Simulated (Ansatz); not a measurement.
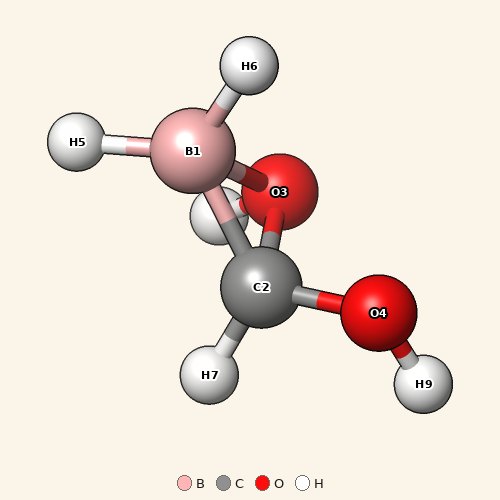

The system is CH₅BO₂ (SMILES BC(O)O) with the probe HF; the picture shows it without the atoms that are moved over the map. 
- The probe is moved over a plane parallel to the molecule's main plane, 3.59 Å above it.
- Coordinates scanned: (1) x of the probe's F atom; (2) y of the probe's F atom.
- Nothing is relaxed (molecule and probe rigid, the probe upright with F nearest the plane).
- The scan uses an 11 × 9 grid.
- Points are written as (first, second).
- Energies are in kJ/mol, from the lowest grid point.
- The calculation used Ansatz, RKS wB97M-V/def2-SVP.

Range: x of the probe's F atom from −3.30 to 3.30 Å; y of the probe's F atom from −2.64 to 2.64 Å.

Q: What landscape does the calculation give?

A: The lowest grid point is at (3.30 Å, 2.64 Å). It lies at the edge of the scanned range, so the true minimum may lie outside. There are further wells near (−1.98 Å, −1.98 Å) (0.56 kJ/mol above the lowest at that grid point); (−1.98 Å, 0.00 Å) (0.63 kJ/mol above the lowest at that grid point). The highest grid point, (1.98 Å, −1.98 Å), lies 3.96 kJ/mol above the lowest.

```csv
"y of the probe's F atom ↓, x of the probe's F atom →",−3.30,−2.64,−1.98,−1.32,−0.66,0.00,0.66,1.32,1.98,2.64,3.30
2.64,1.34,1.56,1.77,1.92,2.00,1.94,1.69,1.24,0.71,0.26,0.00
1.98,1.62,1.79,1.89,1.96,2.05,2.13,2.08,1.73,1.18,0.63,0.25
1.32,1.82,1.79,1.65,1.57,1.69,1.96,2.19,2.15,1.76,1.21,0.73
0.66,1.88,1.49,1.07,0.93,1.12,1.54,2.06,2.43,2.38,1.95,1.40
0.00,1.80,1.09,0.63,0.72,0.99,1.30,1.90,2.66,3.01,2.74,2.13
−0.66,1.69,0.85,0.71,1.43,1.77,1.50,1.90,2.89,3.57,3.40,2.74
−1.32,1.71,0.80,0.82,1.77,2.07,1.58,1.94,3.11,3.92,3.75,3.06
−1.98,1.96,0.92,0.56,0.95,1.19,1.24,2.02,3.27,3.96,3.71,3.05
−2.64,2.41,1.50,0.75,0.58,0.79,1.35,2.37,3.41,3.72,3.39,2.84
```

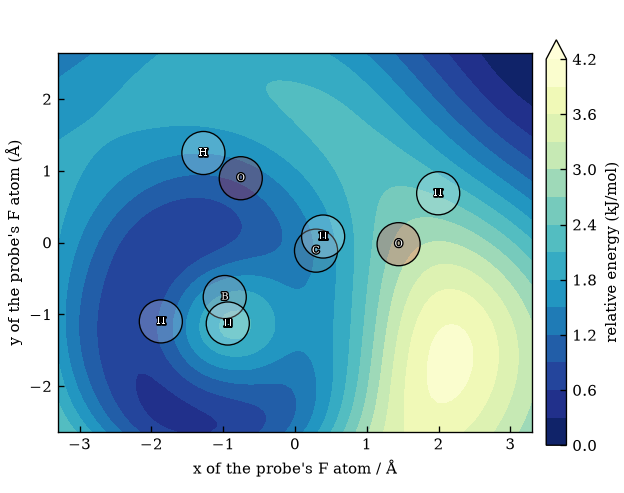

Drawn: filled contours, labelled circles for the molecule's atoms, projected on the plane, one colour for all values above the top of the scale. Between grid points the surface is interpolated.

Time for the 99 points that were run: 47 min on 1 thread of Arm Neoverse N1, on a shared host.
